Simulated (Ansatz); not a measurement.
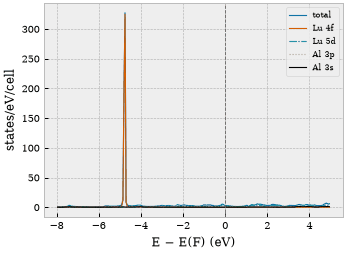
Figure. Total and projected density of states of LuAl2 (cubic Laves (MgCu2 type), Fd-3m), the program Ansatz at the r²SCAN level (PAW)

### Question
Which orbitals carry the states next to the Fermi level?

### Answer
Within 0.5 eV of the Fermi level: Lu 5d 55 %, Al 3p 32 %. Projections are on Löwdin-orthogonalised atomic valence shells; empty p or d shells of many metals are not among them.

### Question
Where is the tallest occupied peak in this window, and what makes it?

### Answer
Near -4.8 eV, about 330 states/eV per cell; the largest projected share is Lu 4f.

The workflow started from a Materials Project entry (that database holds measured and hypothetical structures alike); the Crystallography Open Database copy checked does not list it. Whether it is the stable phase at ambient conditions was not checked. Symmetry was held in the r²SCAN relaxation; its stability against distortions is not shown here. Scalar-relativistic: spin–orbit coupling is off unless named, which matters more the heavier the elements.

Potentials: the later of the program's two PAW sets.
